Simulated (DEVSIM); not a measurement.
System: abrupt Si p-n junction, at 350 K.

```tsv
layer (left to right)	material	thickness (μm)	Nd (cm⁻³)	Na (cm⁻³)	τn (s)	τp (s)
1	Si	10.0	-	6.2e18	4.3e-7	4.3e-7
2	Si	70.0	5.4e16	-	4.3e-7	4.3e-7
```

Left contact: ohmic. Right contact: ohmic. Voltage is applied to the left contact. Recombination: SRH at mid-gap, Auger. Mobility is constant in doping.

The device is made up for the run: typed textbook-type constants, with dimensions and the other settings drawn at random. Values at 300 K; Nc and Nv go as T^1.5, mobilities as T to minus their exponent, the gap by Varshni's rule with the affinity fixed.

```csv
parameter,Si
gap (eV),1.124
affinity (eV),4.05
permittivity,11.7
Nc (cm⁻³),2.86e19
Nv (cm⁻³),3.1e19
μn (cm²/Vs),1417
μp (cm²/Vs),470
T exponent of μn,2.3
T exponent of μp,2.2
Cn (cm⁶/s),2.8e-31
Cp (cm⁶/s),9.9e-32
Varshni α (eV/K),0.000473
Varshni β (K),636
```

Simulated with DEVSIM: 1D drift-diffusion, Boltzmann statistics, complete ionisation; no tunnelling, impact ionisation, image-force lowering or self-heating.

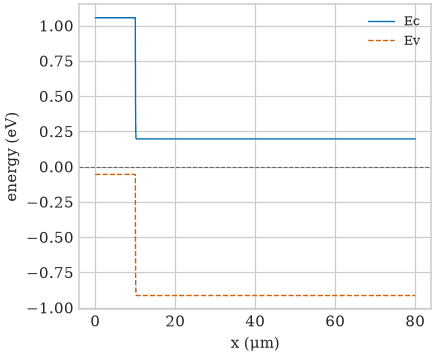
Fig. 1. Band edges at zero bias

Energies count from the Fermi level of the right contact; mesh points crowd at the junctions.

```
x (μm)   Ec (eV)  Ev (eV)  n (cm⁻³)  p (cm⁻³)  field (V/cm)
-------  -------  -------  --------  --------  ------------
0.000      1.055   -0.056     23000    6.2e18           ≈ 0
0.04811    1.055   -0.056     23000    6.2e18           ≈ 0
0.1922     1.055   -0.056     23000    6.2e18           ≈ 0
0.6236     1.055   -0.056     23000    6.2e18           ≈ 0
2.772      1.055   -0.056     23000    6.2e18           ≈ 0
6.938      1.055   -0.056     23000    6.2e18           ≈ 0
8.994      1.055   -0.056     23000    6.2e18           ≈ 0
9.785      1.055   -0.056     23000    6.2e18           ≈ 0
9.944      1.055   -0.056     23000    6.2e18           ≈ 0
9.998      1.044   -0.067     34000    4.2e18        -64000
10.04      0.614   -0.497    5.3e10    2.7e12        -80000
10.27      0.196   -0.915    5.4e16   2600000           -13
10.85      0.196   -0.915    5.4e16   2600000           ≈ 0
12.59      0.196   -0.915    5.4e16   2600000           ≈ 0
21.34      0.196   -0.915    5.4e16   2600000           ≈ 0
44.18      0.196   -0.915    5.4e16   2600000           ≈ 0
67.90      0.196   -0.915    5.4e16   2600000           ≈ 0
75.99      0.196   -0.915    5.4e16   2600000           ≈ 0
79.10      0.196   -0.915    5.4e16   2600000           ≈ 0
79.72      0.196   -0.915    5.4e16   2600000           ≈ 0
79.92      0.196   -0.915    5.4e16   2600000           ≈ 0
80.00      0.196   -0.915    5.4e16   2600000           ≈ 0
```
